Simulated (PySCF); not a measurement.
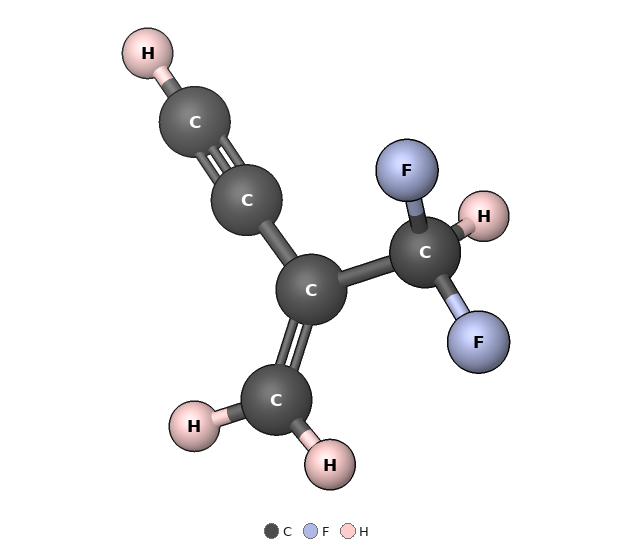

Double and triple bonds are drawn as two and three sticks.

The computed structure is the end point of a PBE0-D3(BJ)/def2-SVP optimisation. No frequency run is at hand to confirm it as a minimum.

Which formula does it have?

C5H4F2, 11 atoms: 5 carbon, 4 hydrogen and 2 fluorine.

Count the bonded pairs by element.

4 C–C, 4 C–H, 2 C–F.

Give a SMILES string for it.

C#CC(=C)C(F)F

Name functional groups in it.

Among them: alkene, alkyne, C–F bond.

Does it have rings?

It has no ring.

More results for the same structure follow; atom numbers are the same in all pictures, views and colours differ.

Geometry

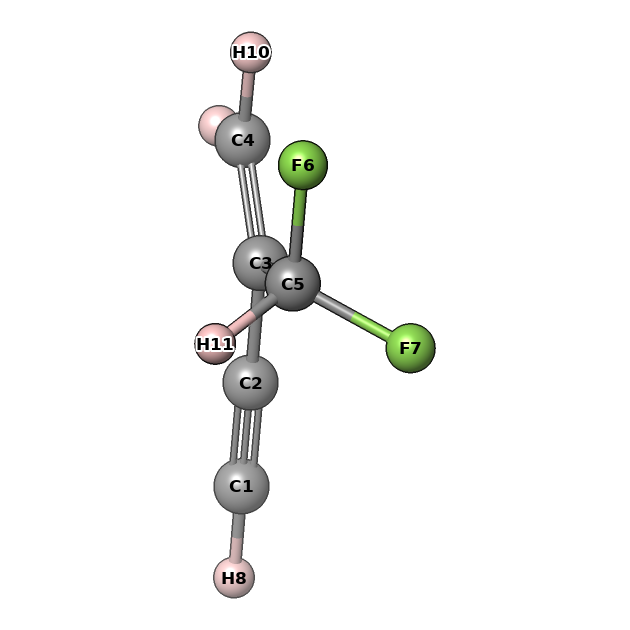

C3 lies behind C5. The molecule seen a little off the C5–C3 bond, C5 in front. Distant atoms are faded towards the background colour. No frequency run is at hand to confirm it as a minimum.

What is the torsion angle F6–C5–C3–C4? The sign is positive where the front bond must turn clockwise to cover the back bond.

−2°, synperiplanar (eclipsed).

Electronic properties

No frequency run is at hand to confirm it as a minimum. Method: PBE0/pcSseg-2, gas phase (PySCF 2.14.0).

Predict the main results.

- dipole moment: 1.95 D
- HOMO energy (Kohn–Sham orbital): −7.58 eV
- LUMO energy (Kohn–Sham orbital): −1.48 eV
- HOMO–LUMO gap: 6.10 eV

Bond orders

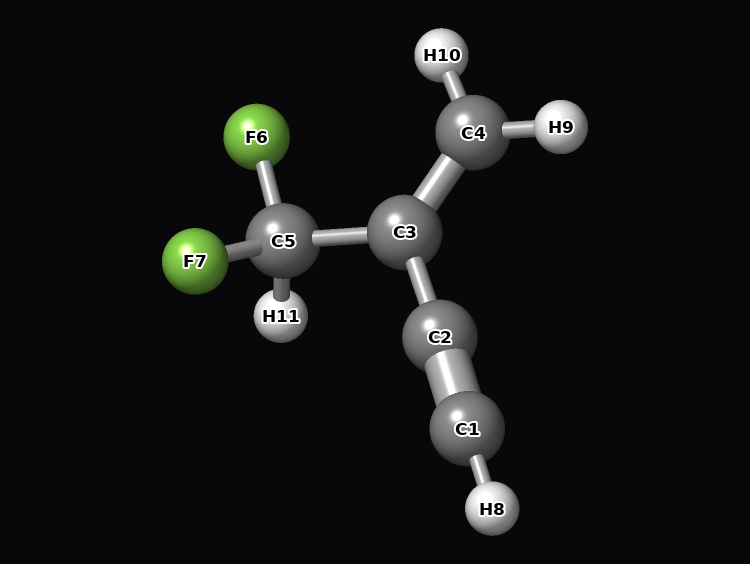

The thickness of each stick grows with its Mayer bond order. No frequency run is at hand to confirm it as a minimum. Level of theory: PBE0/6-31G (PySCF 2.14.0).

Which bond has the highest Mayer bond order?

C1–C2, 3.15, at a length of 1.213 Å.

List the Mayer bond orders of C1–C2, C1–H8, C2–C3, C3–C4, C3–C5, C4–H9, C4–H10, C5–F6, C5–F7, C5–H11.

| bond | Mayer order | length (Å) |
| --- | --- | --- |
| C1–C2 | 3.15 | 1.213 |
| C1–H8 | 0.81 | 1.074 |
| C2–C3 | 1.07 | 1.427 |
| C3–C4 | 1.79 | 1.341 |
| C3–C5 | 0.91 | 1.512 |
| C4–H9 | 0.93 | 1.091 |
| C4–H10 | 0.92 | 1.091 |
| C5–F6 | 0.88 | 1.347 |
| C5–F7 | 0.93 | 1.350 |
| C5–H11 | 0.90 | 1.105 |

NMR shielding

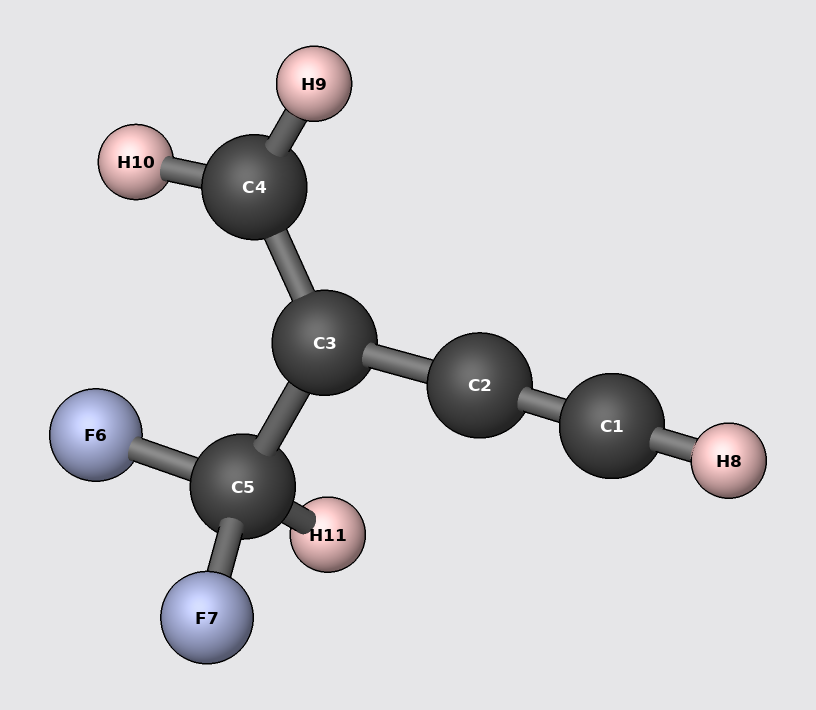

No frequency run is at hand to confirm it as a minimum. Level of theory: GIAO HF/pcSseg-1 NMR shielding, non-relativistic, gas phase (PySCF 2.14.0). Principal shieldings σ11 ≤ σ22 ≤ σ33, span Ω = σ33 − σ11, skew κ = 3(σiso − σ22)/Ω.

Give the shielding tensors of the F atoms.

```
atom    σ11    σ22    σ33   σiso      Ω      κ
  F6  271.5  381.0  427.3  359.9  155.9  −0.41
  F7  251.4  377.0  408.6  345.7  157.3  −0.60
```

Shieldings and span in ppm.

Charges

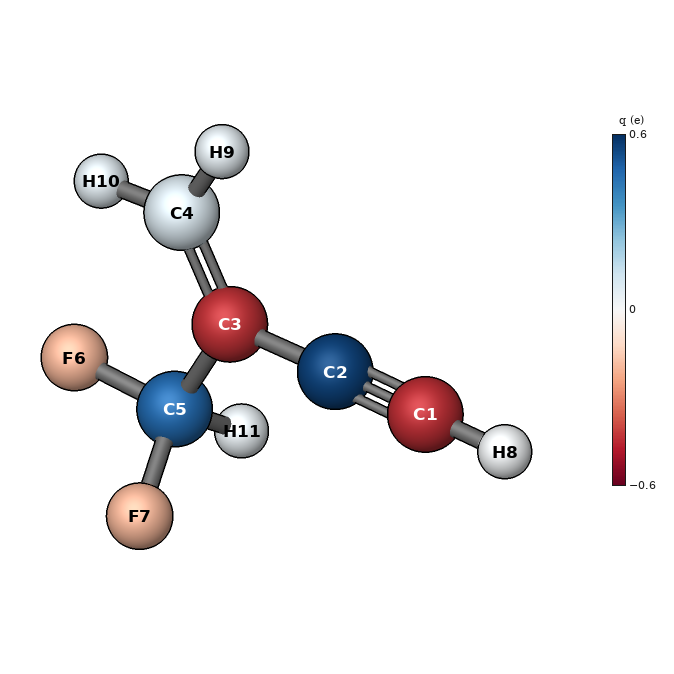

Atoms are coloured by their Mulliken charges. No frequency run is at hand to confirm it as a minimum. Method: PBE0/cc-pVDZ, gas phase (PySCF 2.14.0).

Which atom carries the highest charge (most positive or least negative)?

C2 (0.55 e).

And the lowest?

C1 (−0.44 e).

Give the Mulliken charges atom by atom.

| atom | value (e) |
| --- | --- |
| C1 | −0.44 |
| C2 | 0.55 |
| C3 | −0.43 |
| C4 | 0.08 |
| C5 | 0.46 |
| F6 | −0.19 |
| F7 | −0.19 |
| H8 | 0.02 |
| H9 | 0.05 |
| H10 | 0.06 |
| H11 | 0.04 |

Mulliken values depend strongly on the basis set and can even reverse the polarity of a bond.
